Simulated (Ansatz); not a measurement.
The starting structures come from a database of crystals and need not be the phases stable at ambient conditions.

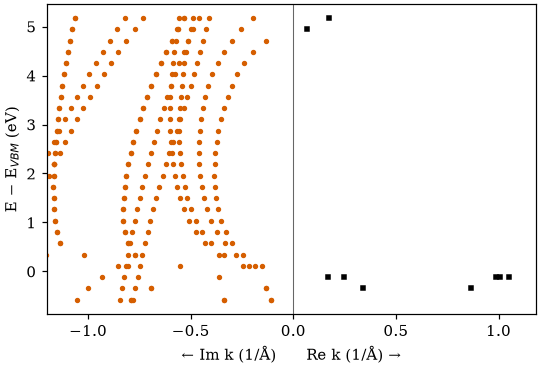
Figure. Complex bands at the centre of the two-dimensional zone; r2SCAN run with Ansatz (a first-principles code)

The gap is the functional's own. No spin-orbit coupling. Mid-gap values are interpolated on the energy grid.

Problem. This is CsBr (Fm-3m, rock salt, not sure to be the ambient phase, 2 atoms a cell, 49.1 Å³ an atom) along the normal of (110). Read off the slowest decay at the centre of the two-dimensional zone at 2.42 eV, the computed energy nearest the middle of the gap.

Solution. κ ≈ 0.38 1/Å, a decay length 1/(2κ) of the density of 1.3 Å.
